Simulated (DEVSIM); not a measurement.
Structure: abrupt Si n-p junction, at 300 K.

```
layer (left to right)  material  thickness (μm)  Nd (cm⁻³)  Na (cm⁻³)  τn (s)  τp (s)
---------------------  --------  --------------  ---------  ---------  ------  ------
1                            Si           0.140     2.7e16          -  4.6e-5  4.6e-5
2                            Si            27.0          -     1.7e15  4.6e-5  4.6e-5
```

Left contact: ohmic. Right contact: ohmic. Voltage is applied to the left contact. Recombination: SRH at mid-gap, radiative, Auger. Mobility is constant in doping.

The device is made up for the run: typed textbook-type constants, with dimensions and the other settings drawn at random. Values at 300 K.

```csv
parameter,Si
gap (eV),1.124
affinity (eV),4.05
permittivity,11.7
Nc (cm⁻³),2.86e19
Nv (cm⁻³),3.1e19
μn (cm²/Vs),1417
μp (cm²/Vs),470
B (cm³/s),4.7e-15
Cn (cm⁶/s),2.8e-31
Cp (cm⁶/s),9.9e-32
```

Model (solved in DEVSIM): 1D drift-diffusion, Boltzmann statistics, complete ionisation; no tunnelling, impact ionisation, image-force lowering or self-heating.

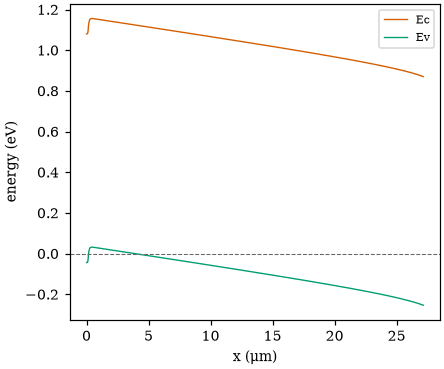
Fig. 1. Band edges at -0.9 V on the left contact

Energies count from the Fermi level of the right contact; mesh points crowd at the junctions.

| x (μm) | Ec (eV) | Ev (eV) | n (cm⁻³) | p (cm⁻³) | field (V/cm) |
|---|---|---|---|---|---|
| 0.000 | 1.080 | -0.044 | 2.7e16 | 4300 | 72 |
| 0.02118 | 1.080 | -0.044 | 2.7e16 | 2.3e13 | 110 |
| 0.05437 | 1.081 | -0.043 | 2.6e16 | 6.0e13 | 370 |
| 0.09708 | 1.085 | -0.039 | 2.2e16 | 1.2e14 | 2000 |
| 0.1336 | 1.101 | -0.023 | 1.2e16 | 2.8e14 | 7400 |
| 0.1536 | 1.116 | -0.008 | 6.7e15 | 5.4e14 | 6800 |
| 0.1912 | 1.135 | 0.011 | 3.2e15 | 1.2e15 | 3600 |
| 0.3081 | 1.154 | 0.030 | 1.5e15 | 2.6e15 | 510 |
| 0.5000 | 1.156 | 0.032 | 1.3e15 | 3.0e15 | -65 |
| 0.8837 | 1.152 | 0.028 | 1.3e15 | 3.0e15 | -93 |
| 1.651 | 1.145 | 0.021 | 1.3e15 | 3.0e15 | -93 |
| 4.034 | 1.123 | -0.001 | 1.3e15 | 3.0e15 | -93 |
| 7.949 | 1.086 | -0.038 | 1.3e15 | 3.0e15 | -94 |
| 15.20 | 1.016 | -0.108 | 1.2e15 | 2.9e15 | -99 |
| 22.28 | 0.942 | -0.182 | 8.7e14 | 2.6e15 | -120 |
| 24.72 | 0.911 | -0.213 | 6.1e14 | 2.3e15 | -140 |
| 25.94 | 0.893 | -0.231 | 3.8e14 | 2.1e15 | -160 |
| 26.55 | 0.883 | -0.241 | 2.2e14 | 1.9e15 | -190 |
| 26.93 | 0.875 | -0.249 | 9.3e13 | 1.8e15 | -210 |
| 27.04 | 0.873 | -0.252 | 4.3e13 | 1.7e15 | -220 |
| 27.10 | 0.871 | -0.253 | 1.7e13 | 1.7e15 | -220 |
| 27.14 | 0.870 | -0.254 | 68000 | 1.7e15 | -230 |
